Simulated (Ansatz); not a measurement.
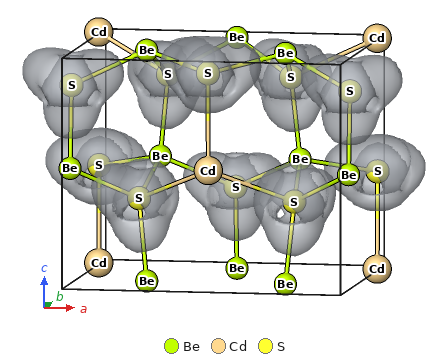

Figure 1: Be$_{3}$CdS$_{4}$. Isosurface of the ELF at 0.8 (grey), seen slightly off an axis. Core shells and regions of very low density are left out. Sticks mark near contacts.

Space group Pmn2₁; a generated structure, not necessarily the stable one; changed on purpose from its base cell (volume × 0.94, shape and atoms relaxed); computed pressure about 6 GPa in this cell.

The calculation used DFT PBE, scalar-relativistic, plane waves, PAW (Ansatz 0.2.0).

In a PAW calculation such maps are meaningful between the atoms, not at the nuclei.

```cif
data_structure
_symmetry_space_group_name_H-M 'P 1'
_symmetry_Int_Tables_number 1
_cell_length_a 7.1070
_cell_length_b 6.1130
_cell_length_c 5.8373
_cell_angle_alpha 90.000
_cell_angle_beta 90.000
_cell_angle_gamma 90.000
_cell_volume 253.60
loop_
_atom_site_label
_atom_site_type_symbol
_atom_site_fract_x
_atom_site_fract_y
_atom_site_fract_z
_atom_site_occupancy
Be1 Be 0.50000 0.81586 0.99961 1
Be2 Be 0.74894 0.33824 0.99883 1
Be3 Be 0.25106 0.33824 0.99883 1
Be4 Be 0.00000 0.18414 0.49961 1
Be5 Be 0.24894 0.66176 0.49883 1
Be6 Be 0.75106 0.66176 0.49883 1
Cd1 Cd 0.50000 0.16162 0.50680 1
Cd2 Cd 0.00000 0.83838 0.00680 1
S1 S 0.50000 0.78254 0.35643 1
S2 S 0.77899 0.35306 0.35531 1
S3 S 0.22101 0.35306 0.35531 1
S4 S 0.50000 0.15345 0.92887 1
S5 S 0.00000 0.21746 0.85643 1
S6 S 0.27899 0.64694 0.85531 1
S7 S 0.72101 0.64694 0.85531 1
S8 S 0.00000 0.84655 0.42887 1
```

Where are the electrons localised?

At this value the surface marks out eight regions wrapped around S (the valence shell of each), counted in one cell of 16 atoms. Regions shared between cells count once.

Values along the shortest contacts:
Be–S (2.06 Å): the ELF peaks at about 0.95 between the atoms; a polar covalent bond. Cd–S (2.46 Å): the ELF peaks at about 0.90 in the valence shell of S, 0.8 Å from its nucleus, and is about 0.35 at the midpoint.
